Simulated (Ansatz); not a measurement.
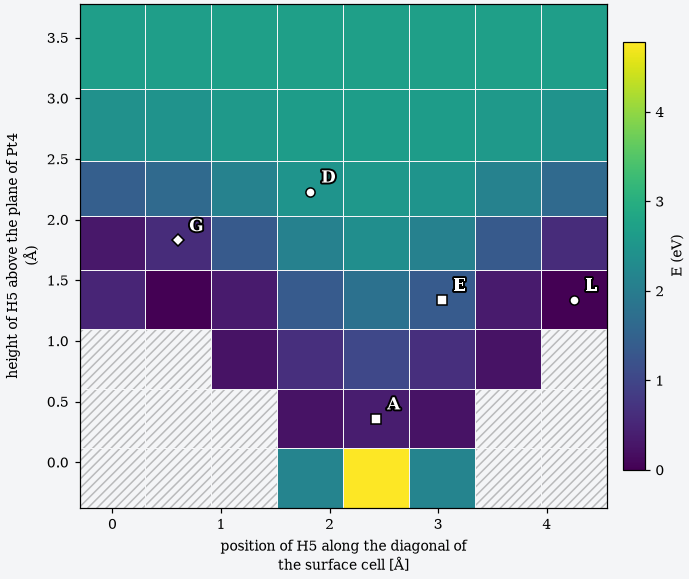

H on a Pt(110) slab cut from the Fm-3m phase, its upper half relaxed before the scan (4 atoms of substrate and one adsorbate in a 1 × 1 cell). H is moved along a line over the surface and along the normal, above a rigid substrate. First axis: position of H5 along the diagonal of the surface cell, from above Pt4. Second axis: height of H5 above the plane of Pt4. The scan uses an 8 × 8 grid; 32 points were computed and 19 follow by symmetry. At 13 points there is no value (left out of the scan, as a rule where atoms come close). Points are written as (first, second). Energies are in eV, from the lowest grid point. Level of theory: DFT PBE, scalar-relativistic, plane waves, PAW (Ansatz 0.2.0). Settings: cutoff 420 eV, k-mesh 9×7×1, gaussian smearing 0.1 eV, spin-polarised.

The picture shows one coloured cell a grid point, hatched blanks where no value was computed, lettered points.

**Is D the lowest point of the computed grid?**

No. D lies 2.47 eV above the lowest grid point, which is at (0.61 Å, 1.34 Å) [nearest 1 Pt at 1.47 Å].

**Rank the lettered points by energy, lowest first.**

L (0.00 eV), A (0.39 eV), G (0.59 eV), E (1.35 eV), D (2.47 eV).

PAW datasets: the set soft_1.
